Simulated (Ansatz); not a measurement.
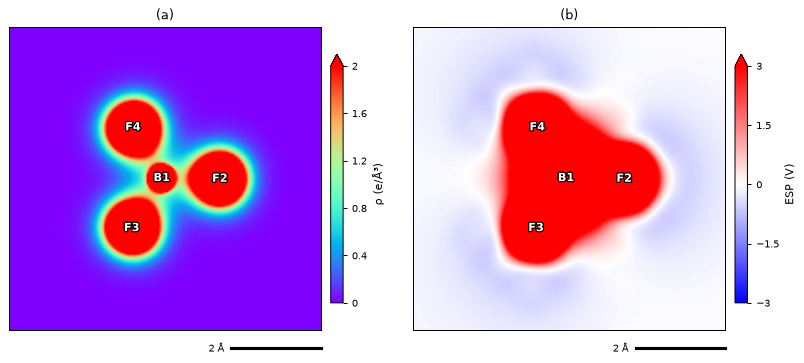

BF₃···H₂. (a) total electron density; (b) molecular electrostatic potential on the plane of atoms F2, B1 and F4.

Not at a stationary point (largest force 1.7 eV/Å).

All numbers below come from Ansatz 0.2.0, RHF/def2-SVP.

```xyz
6

B    -0.0053    0.2701    0.0422
F    -0.0045    0.5093    1.3286
F     1.1175    0.2120   -0.6058
F    -1.1308    0.1404   -0.5906
H     0.0750   -2.0346    0.6918
H     0.0595   -1.6231    1.2679
```

### Describe what can be read from this map.

- The plane passes through B and F nuclei.
- B–F (1.30 Å): the density is about 2.4 e/Å³ at the midpoint.
- Outside the dense part of the complex the potential is most negative (−0.6 V) near F3 and F4.
